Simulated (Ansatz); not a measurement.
# HfSiNH$_{8}$ClO$_{3}$: geometry relaxation (part 1 of 2)

HfSiNH$_{8}$ClO$_{3}$, computed with RHF/def2-SVP (Ansatz 0.2.0).

The input holds or restrains some coordinates. It belongs to a series of runs on one base structure; here: pulled along the bonds that form and break, towards end A. Figures and captions count atoms from 1; the log counts them from 0 in places.

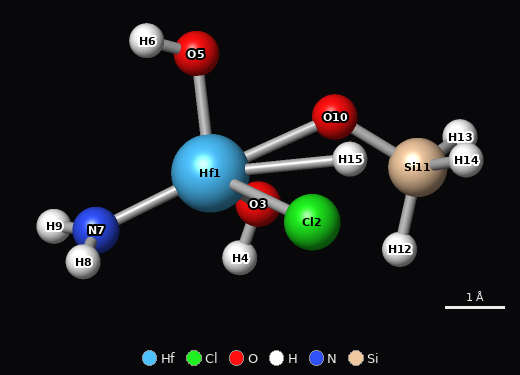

The input geometry (ball-and-stick view, seen at a tilt; atoms are numbered from 1 in the order of the input). Sticks mark near contacts.

### Input file
```yaml
crystal:
  periodic: [false, false, false]
  atoms:
    - { symbol: Hf, position_ang: [0.0, 0.0, 0.0] }
    - { symbol: Cl, position_ang: [0.0, 0.0, 2.87] }
    - { symbol: O, position_ang: [1.952, 0.0, -0.6893] }
    - { symbol: H, position_ang: [2.2684, -0.9521, -0.806] }
    - { symbol: O, position_ang: [-0.975, 1.6891, -0.6893] }
    - { symbol: H, position_ang: [-1.9328, 1.4584, -0.9117] }
    - { symbol: "N", position_ang: [-1.0409, -1.8034, -0.7359] }
    - { symbol: H, position_ang: [-1.5759, -2.4197, -0.0595] }
    - { symbol: H, position_ang: [-1.0055, -2.0526, -1.7656] }
    - { symbol: O, position_ang: [1.2429, 1.8744, 0.7473] }
    - { symbol: Si, position_ang: [2.6157, 1.7976, 1.7127] }
    - { symbol: H, position_ang: [3.0958, 0.4199, 1.7685] }
    - { symbol: H, position_ang: [3.6564, 2.6524, 1.149] }
    - { symbol: H, position_ang: [2.2896, 2.2536, 3.0608] }
    - { symbol: H, position_ang: [0.8691, 1.3107, 2.002] }
basis:
  gaussian: { orbitals: def2-SVP }
hamiltonian:
  xc: hf
relax:
  f_tol: 0.15
  max_steps: 25
  restrain:
    - { distance: [0, 9], at: 3.27, k: 30.0 }
    - { distance: [14, 1], at: 2.57, k: 30.0 }
    - { distance: [0, 1], at: 2.52, k: 30.0 }
    - { distance: [14, 9], at: 1.01, k: 30.0 }
output:
  orbitals: {}
```

Hardware: 4 threads of Arm Neoverse V2, 24 GiB of memory available, shared host.

Launched with:
```bash
ansatz run input.yaml --threads 4 --pin off --max-ram 5120MiB --backend cpu --events-out ev --progress --plain --runs-dir out
```

### Output
```
The last accepted step is kept in [file] (removed where the run ends without a failure and the disk answers)
Engine: ansatz 0.2.0, aarch64-unknown-linux-gnu
Functional definition: HF
  exchange = exact_x
  correlation = 0
1704 factors; integrals over basis functions are off by at most 5.4e-4 eV
mean field evaluation 1: about -29356.7526 eV, gradient 7.2e1 eV
mean field evaluation 2: about -29356.8771 eV, gradient 7.2e1 eV
mean field evaluation 4: about -29367.9444 eV, gradient 5.4e0 eV
mean field evaluation 8: about -29368.0772 eV, gradient 7.0e-1 eV
mean field evaluation 16: about -29368.0806 eV, gradient 2.1e-5 eV
mean field -29368.08060789 eV, -1079.2570559399 hartree, gradient 2.1e-5 eV, S^2 0.000000; 0 other end points of the search recorded, 0 dependent functions left out
the calculation of the forces begins
reference -29368.08060789 eV, -1079.2570559399 hartree; 41, 41 occupied and 123, 123 virtual orbitals, 1704 factors
relax step   1: F+E_penalty+E_count = -29368.08060789 eV  Δ(F+E_penalty+E_count) = +0.000e0 eV  max|allowed force component| = 5.867e0 eV/Å  E_restraint = 25.55651680 eV  max|allowed force component, restraints' pulls added| = 2.537e1 eV/Å  Δτ_max = 0.0000 Å  (39 SCF iters, accepted)
  distance Hf 0 - O 9 = 2.3699 Å
  distance H 14 - Cl 1 = 1.7963 Å
  distance Hf 0 - Cl 1 = 2.8700 Å
  distance H 14 - O 9 = 1.4254 Å
these checks for a lower state are left out or cut short: starts, cluster_reference, orbital_swaps, neighbouring_geometries, increment
1704 factors; integrals over basis functions are off by at most 5.6e-4 eV
mean field -29369.32562282 eV, -1079.3028093946 hartree, gradient 1.1e-5 eV, S^2 0.000000; 0 other end points of the search recorded, 0 dependent functions left out
[... from here on the field's lines of each further geometry are left out, up to the last ...]
relax step   2: F+E_penalty+E_count = -29369.32562282 eV  Δ(F+E_penalty+E_count) = -1.245e0 eV  max|allowed force component| = 5.033e0 eV/Å  E_restraint = 10.90477517 eV  max|allowed force component, restraints' pulls added| = 1.626e1 eV/Å  Δτ_max = 0.1993 Å  (43 SCF iters, accepted)
relax step   3: F+E_penalty+E_count = -29370.37351228 eV  Δ(F+E_penalty+E_count) = -1.048e0 eV  max|allowed force component| = 5.158e0 eV/Å  E_restraint = 3.56927931 eV  max|allowed force component, restraints' pulls added| = 7.926e0 eV/Å  Δτ_max = 0.1947 Å  (43 SCF iters, accepted)
relax step   4: F+E_penalty+E_count = -29371.54229347 eV  Δ(F+E_penalty+E_count) = -1.169e0 eV  max|allowed force component| = 3.432e0 eV/Å  E_restraint = 0.55629624 eV  max|allowed force component, restraints' pulls added| = 3.514e0 eV/Å  Δτ_max = 0.1937 Å  (44 SCF iters, accepted)
relax step   5: F+E_penalty+E_count = -29372.37542867 eV  Δ(F+E_penalty+E_count) = -8.331e-1 eV  max|allowed force component| = 1.874e0 eV/Å  E_restraint = 0.06158978 eV  max|allowed force component, restraints' pulls added| = 1.329e0 eV/Å  Δτ_max = 0.1944 Å  (44 SCF iters, accepted)
relax step   6: F+E_penalty+E_count = -29372.80510807 eV  Δ(F+E_penalty+E_count) = -4.297e-1 eV  max|allowed force component| = 1.428e0 eV/Å  E_restraint = 0.03448724 eV  max|allowed force component, restraints' pulls added| = 9.144e-1 eV/Å  Δτ_max = 0.1948 Å  (37 SCF iters, accepted)
relax step   7: F+E_penalty+E_count = -29373.06020355 eV  Δ(F+E_penalty+E_count) = -2.551e-1 eV  max|allowed force component| = 1.181e0 eV/Å  E_restraint = 0.02741800 eV  max|allowed force component, restraints' pulls added| = 6.355e-1 eV/Å  Δτ_max = 0.1999 Å  (38 SCF iters, accepted)
relax step   8: F+E_penalty+E_count = -29373.20420247 eV  Δ(F+E_penalty+E_count) = -1.440e-1 eV  max|allowed force component| = 1.063e0 eV/Å  E_restraint = 0.02995905 eV  max|allowed force component, restraints' pulls added| = 2.647e-1 eV/Å  Δτ_max = 0.2000 Å  (37 SCF iters, accepted)
relax step   9: F+E_penalty+E_count = -29373.23916041 eV  Δ(F+E_penalty+E_count) = -3.496e-2 eV  max|allowed force component| = 9.866e-1 eV/Å  E_restraint = 0.03281307 eV  max|allowed force component, restraints' pulls added| = 2.018e-1 eV/Å  Δτ_max = 0.0864 Å  (39 SCF iters, accepted)
relax step  10: F+E_penalty+E_count = -29373.25471757 eV  Δ(F+E_penalty+E_count) = -1.556e-2 eV  max|allowed force component| = 8.460e-1 eV/Å  E_restraint = 0.02973812 eV  max|allowed force component, restraints' pulls added| = 8.143e-1 eV/Å  Δτ_max = 0.1924 Å  (38 SCF iters, accepted)
relax step  11: F+E_penalty+E_count = -29373.28546238 eV  Δ(F+E_penalty+E_count) = -3.074e-2 eV  max|allowed force component| = 9.159e-1 eV/Å  E_restraint = 0.02838648 eV  max|allowed force component, restraints' pulls added| = 7.307e-1 eV/Å  Δτ_max = 0.1053 Å  (39 SCF iters, accepted)
relax step  12: F+E_penalty+E_count = -29373.35000390 eV  Δ(F+E_penalty+E_count) = -6.454e-2 eV  max|allowed force component| = 9.241e-1 eV/Å  E_restraint = 0.02867490 eV  max|allowed force component, restraints' pulls added| = 1.407e-1 eV/Å  Δτ_max = 0.2000 Å  (38 SCF iters, accepted)
relax step  13: F+E_penalty+E_count = -29373.31998545 eV  Δ(F+E_penalty+E_count) = +3.002e-2 eV  max|allowed force component| = 1.644e0 eV/Å  E_restraint = 0.02724277 eV  max|allowed force component, restraints' pulls added| = 1.644e0 eV/Å  Δτ_max = 0.1955 Å  (38 SCF iters, rejected (line search))
relax step  14: F+E_penalty+E_count = -29373.36315582 eV  Δ(F+E_penalty+E_count) = -1.315e-2 eV  max|allowed force component| = 8.878e-1 eV/Å  E_restraint = 0.02875287 eV  max|allowed force component, restraints' pulls added| = 1.401e-1 eV/Å  Δτ_max = 0.0958 Å  (40 SCF iters, accepted)
relax step  15: F+E_penalty+E_count = -29373.37217524 eV  Δ(F+E_penalty+E_count) = -9.019e-3 eV  max|allowed force component| = 8.895e-1 eV/Å  E_restraint = 0.02866582 eV  max|allowed force component, restraints' pulls added| = 2.827e-1 eV/Å  Δτ_max = 0.0976 Å  (40 SCF iters, accepted)
relax step  16: F+E_penalty+E_count = -29373.37800049 eV  Δ(F+E_penalty+E_count) = -5.825e-3 eV  max|allowed force component| = 8.856e-1 eV/Å  E_restraint = 0.02861460 eV  max|allowed force component, restraints' pulls added| = 5.510e-1 eV/Å  Δτ_max = 0.1433 Å  (38 SCF iters, accepted)
relax step  17: F+E_penalty+E_count = -29373.40436826 eV  Δ(F+E_penalty+E_count) = -2.637e-2 eV  max|allowed force component| = 9.162e-1 eV/Å  E_restraint = 0.03115224 eV  max|allowed force component, restraints' pulls added| = 1.998e-1 eV/Å  Δτ_max = 0.2000 Å  (37 SCF iters, accepted)
relax step  18: F+E_penalty+E_count = -29373.41688994 eV  Δ(F+E_penalty+E_count) = -1.252e-2 eV  max|allowed force component| = 9.064e-1 eV/Å  E_restraint = 0.02815219 eV  max|allowed force component, restraints' pulls added| = 7.404e-2 eV/Å  Δτ_max = 0.1909 Å  (37 SCF iters, accepted)
relax step  19: F+E_penalty+E_count = -29373.40535242 eV  Δ(F+E_penalty+E_count) = +1.154e-2 eV  max|allowed force component| = 1.063e0 eV/Å  E_restraint = 0.02365247 eV  max|allowed force component, restraints' pulls added| = 8.184e-1 eV/Å  Δτ_max = 0.1952 Å  (37 SCF iters, rejected (line search))
relax step  20: F+E_penalty+E_count = -29373.42128957 eV  Δ(F+E_penalty+E_count) = -4.400e-3 eV  max|allowed force component| = 9.612e-1 eV/Å  E_restraint = 0.02754950 eV  max|allowed force component, restraints' pulls added| = 1.501e-1 eV/Å  Δτ_max = 0.0973 Å  (39 SCF iters, accepted)
relax step  21: F+E_penalty+E_count = -29373.42053195 eV  Δ(F+E_penalty+E_count) = +7.576e-4 eV  max|allowed force component| = 9.482e-1 eV/Å  E_restraint = 0.02748133 eV  max|allowed force component, restraints' pulls added| = 4.209e-1 eV/Å  Δτ_max = 0.0952 Å  (39 SCF iters, rejected (line search))
the calculation of the forces begins
reference -29373.42624001 eV, -1079.4535042969 hartree; 41, 41 occupied and 123, 123 virtual orbitals, 1704 factors
relax step  22: F+E_penalty+E_count = -29373.42624001 eV  Δ(F+E_penalty+E_count) = -4.950e-3 eV  max|allowed force component| = 9.290e-1 eV/Å  E_restraint = 0.02825609 eV  max|allowed force component, restraints' pulls added| = 7.522e-2 eV/Å  Δτ_max = 0.0476 Å  (41 SCF iters, accepted)
  distance Hf 0 - O 9 = 3.2630 Å
  distance H 14 - Cl 1 = 2.5705 Å
  distance Hf 0 - Cl 1 = 2.5030 Å
  distance H 14 - O 9 = 0.9707 Å
1704 factors; integrals over basis functions are off by at most 7.3e-4 eV
mean field evaluation 224: about -29373.4262 eV, gradient 8.9e-5 eV
```

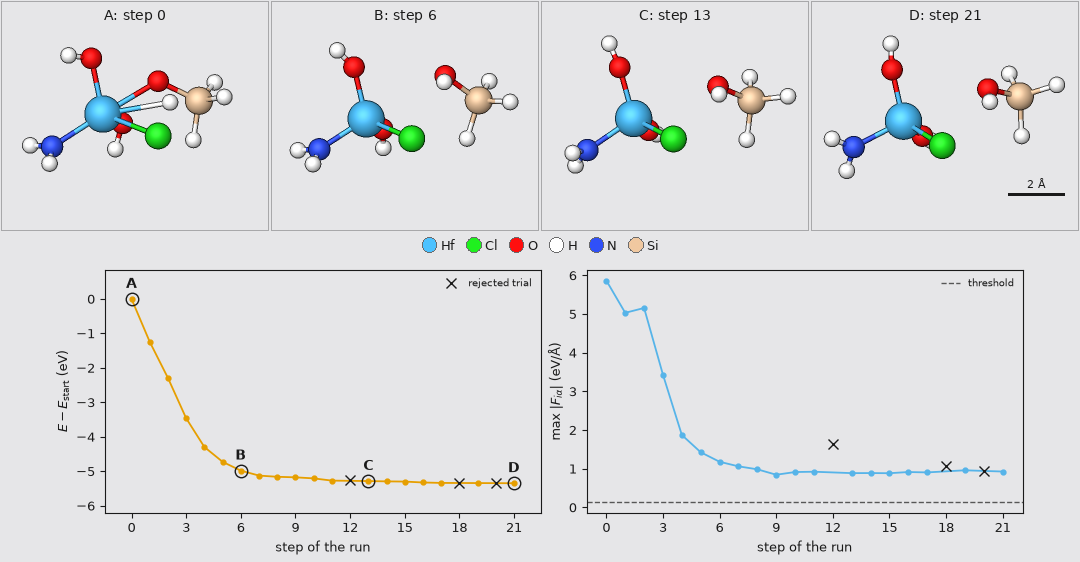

Frames of the restrained relaxation (ball-and-stick view, seen at a tilt) above the curves, on which the letters mark them (the first geometry is step 0 here and step 1 in the log).

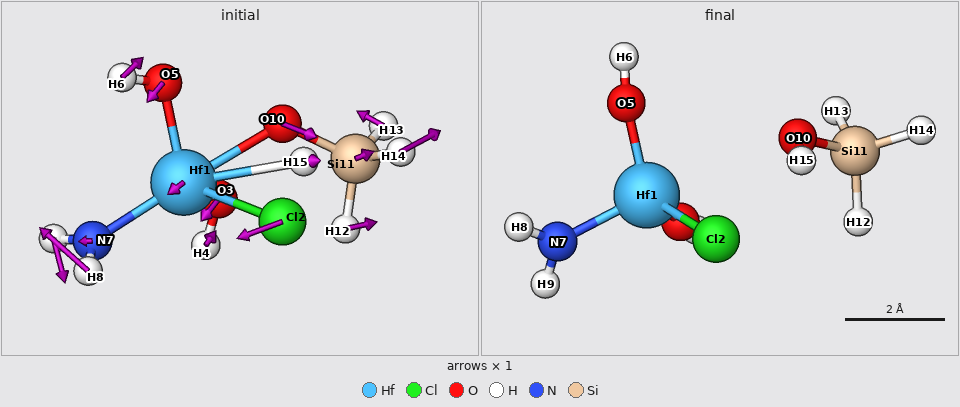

Before (left) and after (right) the restrained relaxation, at one scale (ball-and-stick view, seen at a tilt). The pink arrows give the displacements, at true length. H8 moves most after the best rigid fit: 1.37 Å. Largest moves by element: H 1.37 Å, Cl 1.01 Å, O 0.99 Å, Hf 0.47 Å, Si 0.45 Å, N 0.31 Å. Among the contacts that change: Hf1–O10 2.370 → 3.263 Å, Hf1–H15 2.546 → 3.305 Å, O10–H15 1.425 → 0.971 Å, Hf1–Cl2 2.870 → 2.503 Å. New bonds form: O10–H15 (1.43 → 0.97 Å). Bonds break: Hf1–O10 (2.37 → 3.26 Å). Among the angles that change: Hf1–O3–H4 109.5° → 173.6°, Hf1–O5–H6 109.5° → 168.9°, H8–N7–H9 120.0° → 108.5°. The energy falls by 5.346 eV in 21 geometry steps. Largest force component: 5.9 eV/Å at the start, 0.93 eV/Å at the end. The line search rejected the trial steps at points 12, 18, 20 (counted from 0) and went back. (Atoms are counted from 1 in the order of the input.)

```
mean field -29373.42624001 eV, -1079.4535042969 hartree, gradient 1.1e-5 eV, S^2 0.000000; 1 other end points of the search recorded, 0 dependent functions left out
the calculation of the forces begins
reference -29373.42624001 eV, -1079.4535042969 hartree; 41, 41 occupied and 123, 123 virtual orbitals, 1704 factors
Total energy: -29373.42624001 eV, -1079.4535042969 hartree
Atom 0 at    -0.282284    -0.368491    -0.039019 Å, force     0.037012     0.102157     0.612037 eV/Å
Atom 1 at    -0.645660    -0.611478     2.425563 Å, force     0.059236     0.028089    -0.510963 eV/Å
Atom 2 at     1.570039    -0.614345    -0.522711 Å, force    -0.007781    -0.004925    -0.001292 eV/Å
Atom 3 at     2.461188    -0.646193    -0.815390 Å, force    -0.000718    -0.002334     0.003057 eV/Å
Atom 4 at    -1.204946     1.181938    -0.712702 Å, force    -0.013394     0.042103    -0.012467 eV/Å
Atom 5 at    -1.501881     2.025904    -0.999498 Å, force     0.020209    -0.036789     0.018866 eV/Å
Atom 6 at    -1.228599    -1.937363    -0.924938 Å, force    -0.060845    -0.030261     0.004245 eV/Å
Atom 7 at    -2.198644    -1.967919    -1.192278 Å, force     0.075216     0.010594     0.001864 eV/Å
Atom 8 at    -0.809552    -2.825767    -1.140772 Å, force    -0.015573     0.018048     0.001956 eV/Å
Atom 9 at     1.290609     1.895492     1.706645 Å, force    -0.648136    -0.611380     0.828487 eV/Å
Atom 10 at     2.934116     2.095583     1.834571 Å, force    -0.036342     0.004611    -0.003150 eV/Å
Atom 11 at     3.616122     0.801721     2.069629 Å, force    -0.004374     0.019408    -0.006701 eV/Å
Atom 12 at     3.391483     2.678368     0.558097 Å, force    -0.006419    -0.009416     0.010555 eV/Å
Atom 13 at     3.266281     3.008069     2.953142 Å, force    -0.006346    -0.005203    -0.017490 eV/Å
Atom 14 at     0.801527     1.512781     2.452660 Å, force     0.608256     0.475297    -0.929003 eV/Å
Dipole moment:     0.259524     0.125203    -0.502079 e Å
```

### Trajectory as extended XYZ (Å, eV, eV/Å), 22 frames, from step=1 to step=22
```
15
Properties=species:S:1:pos:R:3:forces:R:3 step=1 energy=-29368.08061
Hf    0.0000    0.0000    0.0000    1.2550   2.6371  -0.9048
Cl    0.0000    0.0000    2.8700    0.1614   0.2756  -1.9940
O     1.9520    0.0000   -0.6893   -1.5740  -4.5077  -0.0504
H     2.2684   -0.9521   -0.8060   -0.5421   2.8003  -0.0224
O    -0.9750    1.6891   -0.6893   -2.5005  -3.7290  -0.0025
H    -1.9328    1.4584   -0.9117    2.6686   1.0371   0.3887
N    -1.0409   -1.8034   -0.7359    0.8420   1.3760   0.7072
H    -1.5759   -2.4197   -0.0595    0.9685   0.8335  -2.2469
H    -1.0055   -2.0526   -1.7656   -0.5896  -0.1607   2.5199
O     1.2429    1.8744    0.7473   -1.2545  -2.5032   5.8670
Si    2.6157    1.7976    1.7127    1.5260   0.8472  -1.7016
H     3.0958    0.4199    1.7685    0.1697  -0.2962   0.2510
H     3.6564    2.6524    1.1490    0.2944   0.2319  -0.0540
H     2.2896    2.2536    3.0608   -0.0934   0.1255   0.4258
H     0.8691    1.3107    2.0020   -1.3316   1.0325  -3.1829
15
Properties=species:S:1:pos:R:3:forces:R:3 step=2 energy=-29369.32562
Hf   -0.0799   -0.1145    0.0224    2.2737   3.9362  -0.2099
Cl   -0.0734   -0.1100    2.8218   -0.2048  -0.3120  -2.2693
O     1.9178   -0.0327   -0.6832   -2.5341  -3.0243   0.5454
H     2.2686   -0.9394   -0.8088   -0.2219   1.6490  -0.0516
O    -0.9833    1.6445   -0.6825   -1.2470  -3.7502   0.4730
H    -1.9208    1.4660   -0.9117    1.5606   0.7430   0.1728
N    -1.0352   -1.7944   -0.7304    0.1868   0.3069   0.1704
H    -1.5684   -2.4138   -0.0790    0.6816   0.5402  -1.7080
H    -1.0107   -2.0542   -1.7440   -0.4715  -0.1331   1.9636
O     1.2914    1.9952    0.8715   -3.1855  -3.6803   5.0328
Si    2.6635    1.8072    1.7235    2.5484   0.7218  -0.0226
H     3.0979    0.4156    1.7707    0.2046  -0.2847   0.1478
H     3.6666    2.6590    1.1467    0.8290   0.4167  -0.2004
H     2.2926    2.2546    3.0663    0.3156   0.0678   0.5478
H     0.9332    1.4452    1.8696   -0.7356   2.8029  -4.5919
15
Properties=species:S:1:pos:R:3:forces:R:3 step=3 energy=-29370.37351
Hf   -0.1357   -0.2007    0.0490    3.0720   5.1581   0.2227
Cl   -0.1387   -0.2161    2.7431   -0.2047  -0.3111  -2.2167
O     1.8711   -0.0627   -0.6691   -2.8653  -2.0259   0.8255
H     2.2682   -0.9269   -0.8096    0.0183   0.8082  -0.0901
O    -0.9879    1.5885   -0.6700   -0.3141  -3.5008   0.7887
H    -1.9104    1.4735   -0.9116    0.6314   0.5017  -0.0220
N    -1.0373   -1.7968   -0.7303   -0.3567  -0.6305  -0.2545
H    -1.5639   -2.4123   -0.0978    0.2912   0.0914  -1.1865
H    -1.0174   -2.0582   -1.7251   -0.4100  -0.2416   1.2197
O     1.3275    2.0884    0.9800   -2.6844  -1.9549   0.8949
Si    2.7094    1.8171    1.7377    3.0141   0.4587   0.7960
H     3.1017    0.4117    1.7720    0.2301  -0.2451   0.0728
H     3.6853    2.6665    1.1427    1.1439   0.5011  -0.2718
H     2.3035    2.2549    3.0769    0.6382  -0.0127   0.6809
H     0.9844    1.6015    1.7653   -2.2042   1.4033  -1.4595
15
Properties=species:S:1:pos:R:3:forces:R:3 step=4 energy=-29371.54229
Hf   -0.1527   -0.2287    0.0439    2.2132   3.4319   0.4780
Cl   -0.1975   -0.3248    2.5940   -0.1041  -0.1090  -1.3126
O     1.7610   -0.1266   -0.6365   -1.3297  -1.5087   0.3508
H     2.2691   -0.9201   -0.8128   -0.1652   0.7307   0.0135
O    -0.9921    1.4667   -0.6397   -0.7373  -1.8481   0.2555
H    -1.9078    1.4813   -0.9178    0.6329   0.3287   0.0555
N    -1.0506   -1.8184   -0.7369   -0.2724  -0.4489  -0.0952
H    -1.5722   -2.4327   -0.1278   -0.0731  -0.2953  -0.6230
H    -1.0378   -2.0823   -1.7101   -0.3295  -0.3880   0.3150
O     1.3862    2.2572    1.0505   -1.7804  -1.5508  -0.0120
Si    2.7759    1.8472    1.7667    1.7200   0.3754   0.6918
H     3.1104    0.4134    1.7714    0.1420   0.0116  -0.0511
H     3.7573    2.6829    1.1425    1.1032   0.2993  -0.1088
H     2.3589    2.2539    3.1185    0.8780  -0.0997   0.6896
H     0.9520    1.7592    1.7472   -1.8979   1.0708  -0.6470
15
Properties=species:S:1:pos:R:3:forces:R:3 step=5 energy=-29372.37543
Hf   -0.1508   -0.2415   -0.0029    0.7901   1.4094   0.9610
Cl   -0.2015   -0.3486    2.4910   -0.0887  -0.0497  -0.6988
O     1.6944   -0.2019   -0.6409    0.2583  -1.0770  -0.2451
H     2.2828   -0.9316   -0.8237   -0.1799   0.6349   0.0226
O    -1.0329    1.3752   -0.6386   -1.0850  -0.3969  -0.2779
H    -1.9320    1.4965   -0.9354    0.6294   0.2175   0.1060
N    -1.0742   -1.8598   -0.7538   -0.0471  -0.0800   0.1060
H    -1.5983   -2.4811   -0.1655   -0.1809  -0.3418  -0.2691
H    -1.0775   -2.1381   -1.7149   -0.2193  -0.3610  -0.1000
O     1.4015    2.3656    1.1034   -1.1945  -1.8743   1.1472
Si    2.8175    1.8946    1.8139    0.6045   0.4149   0.2133
H     3.1270    0.4463    1.7666   -0.0008   0.1542  -0.0919
H     3.8618    2.6862    1.1670    0.4338   0.0468   0.1254
H     2.4988    2.2477    3.2181    0.6921  -0.0462   0.2322
H     0.8431    1.9188    1.7687   -0.4121   1.3491  -1.2311
15
Properties=species:S:1:pos:R:3:forces:R:3 step=6 energy=-29372.80511
Hf   -0.1557   -0.2427   -0.0362    0.4795   0.7236   0.6288
Cl   -0.2225   -0.3089    2.4567   -0.0844  -0.0766  -0.6651
O     1.6798   -0.2699   -0.7019    0.0831  -0.7021  -0.1055
H     2.3246   -0.9523   -0.8529   -0.1695   0.4658  -0.0257
O    -1.0973    1.3351   -0.6785   -0.6542  -0.2954  -0.1671
H    -1.9818    1.5243   -0.9677    0.4365   0.1420   0.0474
N    -1.0916   -1.8956   -0.7617    0.0494   0.1045   0.2085
H    -1.6239   -2.5284   -0.1918   -0.1106  -0.1777  -0.1171
H    -1.1078   -2.1915   -1.7197   -0.0849  -0.1769  -0.0634
O     1.3949    2.3672    1.1620   -0.8677  -1.4277   1.3958
Si    2.8464    1.9343    1.8671    0.1856   0.2190  -0.0443
H     3.1485    0.4899    1.7603   -0.0296   0.0632  -0.0115
H     3.9241    2.6965    1.2140    0.0396   0.0698   0.0753
H     2.6731    2.2657    3.3032    0.3259   0.0138  -0.0016
H     0.7492    2.0045    1.8000    0.4015   1.0546  -1.1543
```
